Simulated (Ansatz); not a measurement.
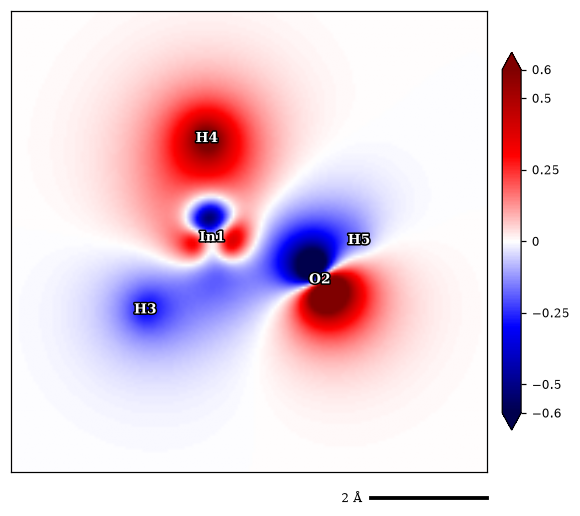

Figure 1: H3InO (SMILES [OH][InH2]). The HOMO on the molecular plane (values in Å⁻³ᐟ²; the overall sign is arbitrary).

Geometry: PBE0-D4/def2-TZVP; core potentials replace the inner electrons of In.

All numbers below come from isolated molecule in a Gaussian basis; Kohn-Sham density functional theory, functional PBE0 (Ansatz).

```yaml
atoms:
  - { symbol: In, position_ang: [0.0540, 0.5311, -0.0471] }
  - { symbol: O, position_ang: [0.3314, -1.3859, 0.4157] }
  - { symbol: H, position_ang: [0.9752, 0.9843, -1.4081] }
  - { symbol: H, position_ang: [-1.0357, 1.3680, 0.9791] }
  - { symbol: H, position_ang: [-0.1749, -1.6709, 1.1793] }
```

**What is the character of this orbital?**

Its weight (Hirshfeld) is mainly on O2 (about 40 %), H4 (about 25 %) and In1 (about 25 %); it is symmetric in the molecular plane (an in-plane orbital: σ, lone-pair or in-plane π type). Its energy is −8.28 eV.
